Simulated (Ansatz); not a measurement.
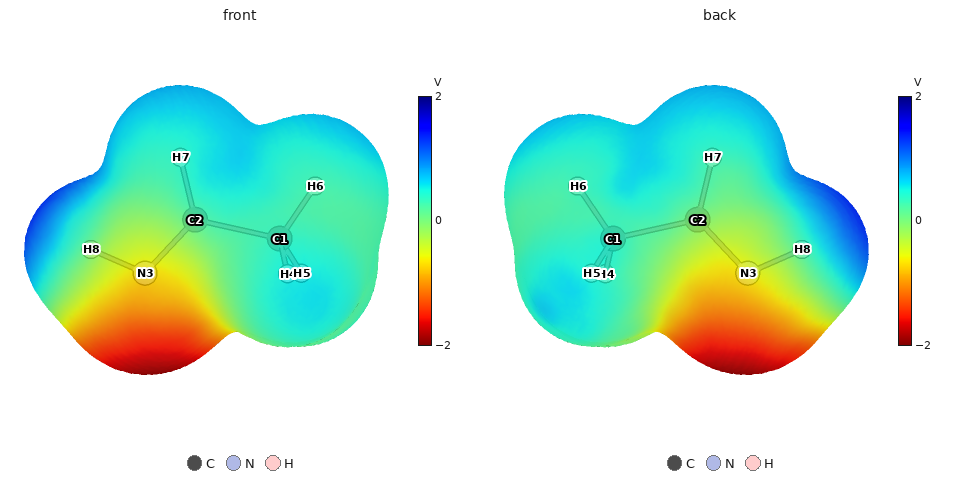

The picture shows: C₂H₅N. The molecular electrostatic potential painted on the density surface at 0.002 e/bohr³, seen from the front and from behind; red is negative and blue positive.

These are results of RKS B3LYP/cc-pVDZ in Ansatz, not measurements.

Input

```
crystal:
  periodic: [false, false, false]
  atoms:
    - { symbol: C, position_ang: [-0.48771, 0.62143, -0.27975] }
    - { symbol: C, position_ang: [0.59501, -0.15018, 0.41712] }
    - { symbol: "N", position_ang: [0.78184, -1.38877, 0.3998] }
    - { symbol: H, position_ang: [-0.42905, 0.44896, -1.35447] }
    - { symbol: H, position_ang: [-1.46353, 0.27082, 0.05645] }
    - { symbol: H, position_ang: [-0.40811, 1.68692, -0.08702] }
    - { symbol: H, position_ang: [1.30389, 0.4273, 1.00421] }
    - { symbol: H, position_ang: [1.58394, -1.70919, 0.94408] }
basis:
  gaussian: { orbitals: cc-pVDZ }
hamiltonian:
  xc: b3lyp
relax:
  f_tol: 0.015
  max_steps: 40
output:
  orbitals: {}
```

Run with:

```sh
ansatz run input.yaml --threads 1 --pin off --max-ram 2048MiB --backend cpu --events-out ev --progress --plain --runs-dir out
```

The fields are those of the relaxed geometry.

**Describe the electrostatic potential map.**

The most negative region (about −1.9 V) lies over N3, the most positive (about +1.3 V) over H8. N3 is the likeliest acceptor of a hydrogen bond.
